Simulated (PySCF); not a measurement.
## A study: C3H9BrSi, SMILES `C[Si](C)(C)Br`

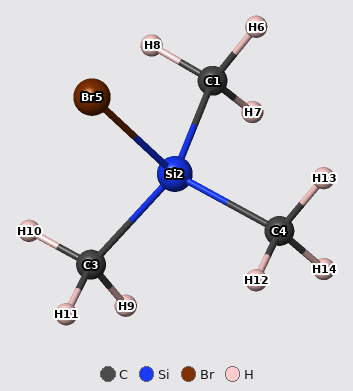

The molecule, with its atoms numbered as below. No frequency check shows the geometry to be a minimum.

Coordinates in Å:

```
C1      -1.3704   -0.3241   -1.7920
Si2     -0.8375   -0.0001    0.0000
C3      -1.3704    1.7140    0.6153
C4      -1.3705   -1.3899    1.1767
Br5      1.4204    0.0000   -0.0000
H6      -0.9939   -1.2790   -2.1488
H7      -2.4523   -0.3284   -1.8855
H8      -0.9942    0.4454   -2.4605
H9      -2.4523    1.7971    0.6583
H10     -0.9939    2.5004   -0.0333
H11     -0.9935    1.9085    1.6161
H12     -0.9940   -1.2214    2.1820
H13     -0.9935   -2.3538    0.8448
H14     -2.4524   -1.4686    1.2271
```

### 1. Bonding charge

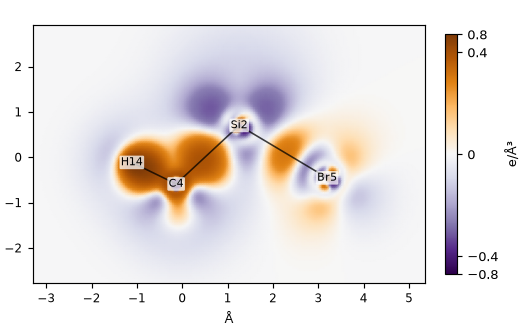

Deformation density (molecule less spherical, spin-averaged free atoms) in the plane of Si2, C4, Br5 and H14; colour scale in e/Å³, logarithmic beyond ±0.1; orange: gain, purple: loss.

Method: PBE0/def2-TZVP; geometry: GFN2-xTB; program: PySCF.

Question: Describe the bonding that the map shows.

Answer: C4–H14: +0.67 e/Å³ at the bond critical point (bond length 1.09 Å, Mayer order 0.9). Si2–C4: +0.20 e/Å³ at the bond critical point (bond length 1.90 Å, Mayer order 1.0). Si2–Br5: +0.04 e/Å³ at the bond critical point (bond length 2.26 Å, Mayer order 1.1); up to 0.6 Å beside the axis the gain reaches +0.15 e/Å³. In all, 3.1 electrons gather in the regions of gain relative to the promolecule. A small or negative value marks a very polar bond, one between electron-rich atoms, whose free-atom densities already overlap strongly, a long bond to a heavier atom, or a closed-shell contact such as a hydrogen bond.

Question: Where do the Hirshfeld charges lie?

Answer: The highest Hirshfeld charge is on Si2 (+0.39 e), the lowest on C1, C3 and C4 (−0.22 e).

```tsv
atom	charge (e)
C1	−0.22
Si2	+0.39
C3	−0.22
C4	−0.22
Br5	−0.15
H6	+0.05
H7	+0.04
H8	+0.05
H9	+0.04
H10	+0.05
H11	+0.05
H12	+0.05
H13	+0.05
H14	+0.04
```

### 2. Bond critical points

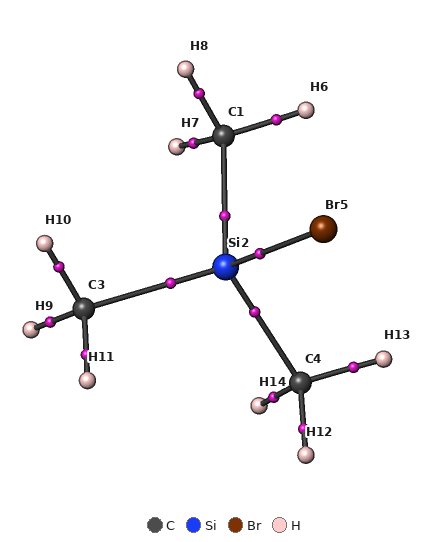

Molecular graph of the electron density (QTAIM): bond paths, bond critical points (magenta), ring points (cyan, if any); weak paths are dashed.

Question: How many critical points of each kind are there, and does the count close?

Answer: 14 nuclei, 13 bond, 0 ring and 0 cage critical points: 14 − 13 + 0 − 0 = 1, as the Poincaré–Hopf relation requires.

Question: Tabulate density, Laplacian, ellipticity and energy density at the bond critical points (atomic units).

Answer:
```tsv
bond	length (Å)	ρ (a.u.)	∇²ρ (a.u.)	ε	H (a.u.)
C1–H6 (6 alike)	1.087	0.275	−0.92	0.02	−0.276
C3–H9 (3 alike)	1.086	0.274	−0.92	0.02	−0.276
Si2–C4 (3 alike)	1.897	0.119	+0.14	0.01	−0.074
Si2–Br5	2.258	0.083	+0.07	0.00	−0.046
```

Question: What kind of interaction is Si2–Br5?

Answer: Polar or intermediate (positive Laplacian, negative energy density H): ρ = 0.083, ∇²ρ = +0.07, H = −0.046 a.u.

### 3. Electrostatic potential

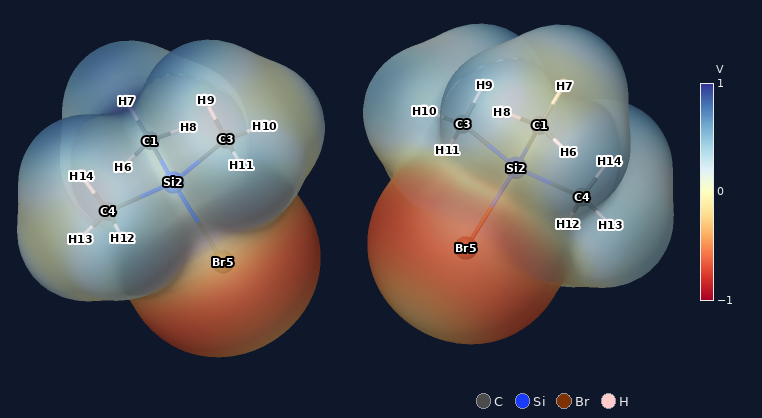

Electrostatic potential on the surface of electron density 0.001 a.u. (back view left, front view right).

Question: Where are the extremes of the potential on the surface?

Answer: Highest: 0.92 V, about equally far (1.8 Å) from H9 and H14. Further maxima include 0.73 V, 1.4 Å from H7; 0.56 V, 1.3 Å from H13, and at like points elsewhere. Lowest: −0.65 V, 2.3 Å from Br5, and at like points elsewhere. Further minima include −0.01 V, near H6 (1.79 Å), H8 (1.88 Å), H7 (1.94 Å) and C1 (1.96 Å). The surface is sampled at points, so like sites can differ by a few per cent and only the strongest of them is named.

### 4. In an electric field

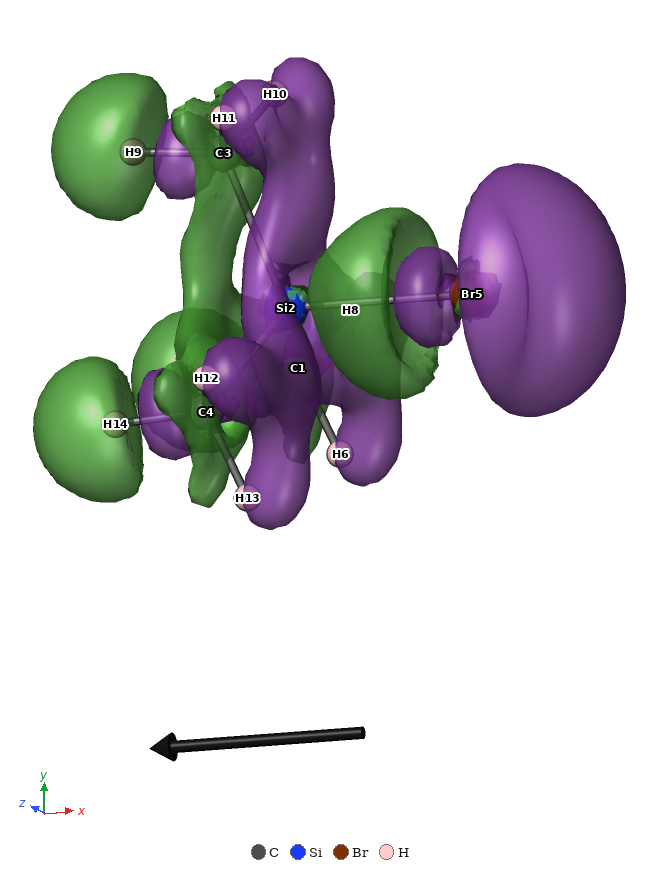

Change of the electron density in a uniform field of 0.21 V/Å along −x (arrow), surfaces at ±0.0015 e/Å³ (purple: gain, green: loss).

Computed with PySCF, PBE0/def2-TZVP, geometry: GFN2-xTB. A basis without diffuse functions makes polarisabilities too small.

The field was applied in both directions; the picture shows the one opposite to the script's first.

Question: What dipole is induced, and what polarisability does it imply?

Answer: The induced dipole is 0.90 D (along the field); α along this axis, from the fields in both directions, is 89 bohr³ (13.1 Å³).
